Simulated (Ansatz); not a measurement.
# Calculations on SiHBrClF3

### Relaxation

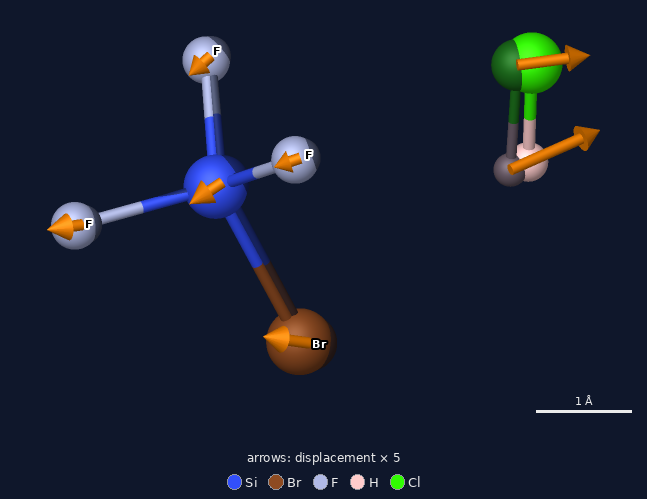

A relaxation of SiHBrClF3. The starting structure is drawn faded, the final one solid; orange arrows show the displacements, magnified 5 times. The two geometries are superimposed by the best rigid fit.

Style: ball-and-stick. Shown at a tilt.

The run prepares an end point of a later path (reaction) calculation, from a guessed geometry.

Method: Ansatz, RKS B3LYP-D4/def2-SVP.

Input file:
```yaml
crystal:
  periodic: [false, false, false]
  atoms:
    - { symbol: Si, position_ang: [-0.498818, -0.459614, -0.704728] }
    - { symbol: Br, position_ang: [1.62663, -1.124452, -0.249971] }
    - { symbol: F, position_ang: [-1.02344, -1.335128, -1.933761] }
    - { symbol: F, position_ang: [-0.53573, 1.068854, -1.149652] }
    - { symbol: F, position_ang: [-1.462995, -0.72853, 0.532146] }
    - { symbol: H, position_ang: [1.508237, 0.984586, 1.604566] }
    - { symbol: Cl, position_ang: [0.386115, 1.594384, 1.9014] }
basis:
  gaussian: { orbitals: def2-SVP }
hamiltonian:
  xc: b3lyp
  dispersion: d4
relax:
  f_tol: 0.03
  max_steps: 50
```

Command:
```bash
ansatz run input.yaml --threads 2 --pin off --max-ram 3072MiB --backend cpu --events-out ev --progress --plain --runs-dir out
```

Question: Atoms of which element are displaced furthest, and by how much?

Answer: Hydrogen: up to 0.23 Å, against 0.16 Å for chlorine.

Question: What happened in the run?

Answer: After 7 accepted moves (8 points after the start) the energy has fallen by 0.072 eV. Largest force component: 1 eV/Å at the start, 0.022 eV/Å at the end. The line search rejected the trial step at point 2 of the run. H6 moves most after the best rigid fit: 0.23 Å. Largest moves by element: H 0.23 Å, Cl 0.16 Å, Br 0.12 Å, Si 0.08 Å, F 0.08 Å. Some distances before and after: Si1–Br2 2.273 → 2.190 Å, H6–Cl7 1.311 → 1.291 Å. The run took 30 s on 2 threads of Arm Neoverse V2, with other jobs on the host, peak memory 0.3 GiB.

Limits of the set-up: the start holds two separate molecules, 2.8 Å apart at their closest, whose relative position is a soft coordinate.

### Relaxation

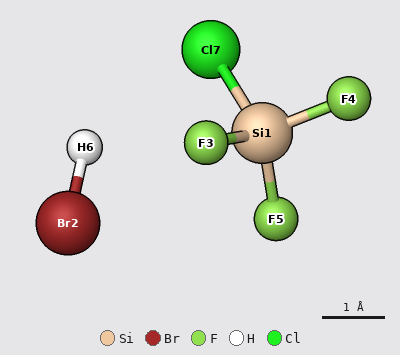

SiHBrClF$_{3}$, before the relaxation. The picture is a ball-and-stick view, seen at a tilt.

The run prepares an end point of a later path (reaction) calculation, from a guessed geometry.

Level of theory: RKS B3LYP-D4/def2-SVP (Ansatz).

The input:
```yaml
crystal:
  periodic: [false, false, false]
  atoms:
    - { symbol: Si, position_ang: [-0.832154, 0.286517, -0.452002] }
    - { symbol: Br, position_ang: [1.986633, -1.609112, 0.780834] }
    - { symbol: F, position_ang: [0.012796, -0.315846, -1.658992] }
    - { symbol: F, position_ang: [-2.111564, 1.026414, -1.060984] }
    - { symbol: F, position_ang: [-1.33696, -0.869626, 0.520349] }
    - { symbol: H, position_ang: [1.987568, -0.212911, 1.257575] }
    - { symbol: Cl, position_ang: [0.293681, 1.694664, 0.61322] }
basis:
  gaussian: { orbitals: def2-SVP }
hamiltonian:
  xc: b3lyp
  dispersion: d4
relax:
  f_tol: 0.03
  max_steps: 50
output:
  orbitals: {}
```

Launched with:
```bash
ansatz run input.yaml --threads 2 --pin off --max-ram 3072MiB --backend cpu --events-out ev --progress --plain --runs-dir out
```

> Predict the outcome.

The largest move after the best rigid fit is that of Br2, 0.22 Å. By element the largest moves are Br 0.22 Å, H 0.18 Å, Cl 0.10 Å, Si 0.08 Å, F 0.08 Å. Some distances before and after: Si1–Cl7 2.094 → 2.031 Å, Br2–H6 1.475 → 1.428 Å. Over 5 geometry steps the energy falls by 0.085 eV. The largest force component goes from 1 to 0.028 eV/Å.

Final geometry:

```xyz
7

Si   -0.8913    0.3389   -0.4785
Br    2.1622   -1.6763    0.8917
F    -0.0462   -0.2673   -1.6847
F    -2.1833    1.0532   -1.0855
F    -1.3761   -0.8307    0.4881
H     2.1207   -0.3132    1.3164
Cl    0.2139    1.6955    0.5525
```

The end point in the same view:

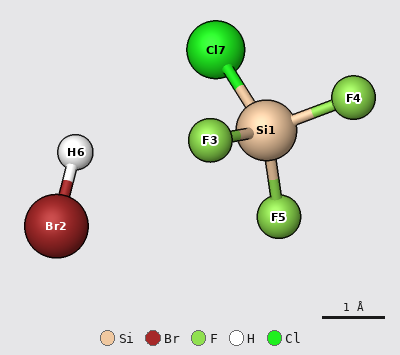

Limits of the set-up: the start holds two separate molecules, 2.6 Å apart at their closest, whose relative position is a soft coordinate.

### Path

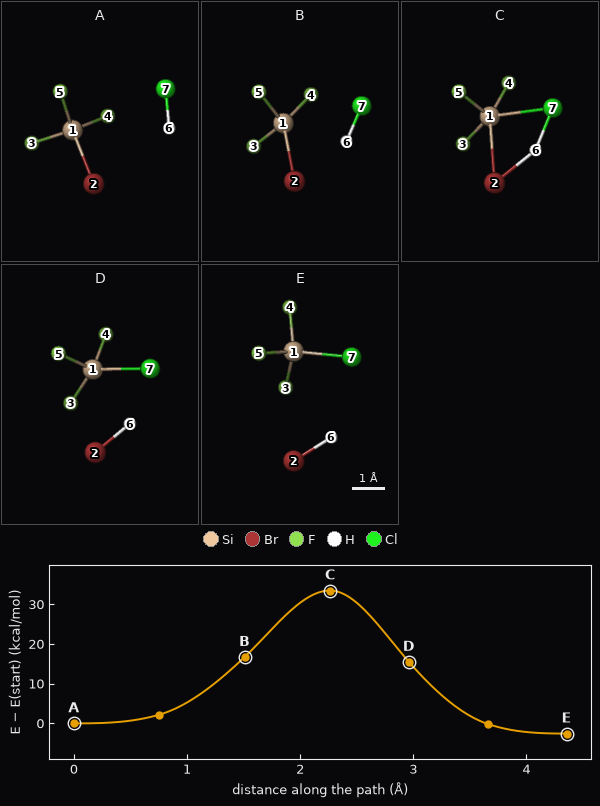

A search for the minimum-energy path of SiHBrClF3, made up at the start of SiBrF3 and HCl by the nudged elastic band. Images are numbered from 0 (start) to 6 (end). Frames A to E are images 0, 2, 3, 4, 6. The picture is a ball-and-stick view, seen at a tilt.

Method: Ansatz 0.2.0, RKS B3LYP-D4/def2-SVP. Run with 5 movable images; climbing image; force threshold 0.03 eV/Å; iteration limit 60; starting path through a guess of the saddle point.

Q: What happens along the path, and what is the barrier?

A: The highest point, image 3, lies 33.5 kcal/mol above the start and 36.1 kcal/mol above the end; the end is at −2.6 kcal/mol relative to the start. Breaking: H6–Cl7 (1.29 → 1.55 at the top → 2.87 Å), Si1–Br2 (2.19 → 2.52 at the top → 3.91 Å). Forming: Br2–H6 (3.09 → 1.71 at the top → 1.43 Å), Si1–Cl7 (3.67 → 2.33 at the top → 2.03 Å). The band converged in 23 iterations. The largest component of the band force went from 3.2 to 0.012 eV/Å. The climbing image converged on the top of the path. Its vibrational analysis gives one imaginary mode (557i cm⁻¹), as a transition state must have.

Limits of the set-up: the start holds two separate molecules, 3.1 Å apart at their closest, whose relative position is a soft coordinate.

The run took 5.4 min on 2 threads of Arm Neoverse V2 (shared host), peak memory 0.3 GiB.
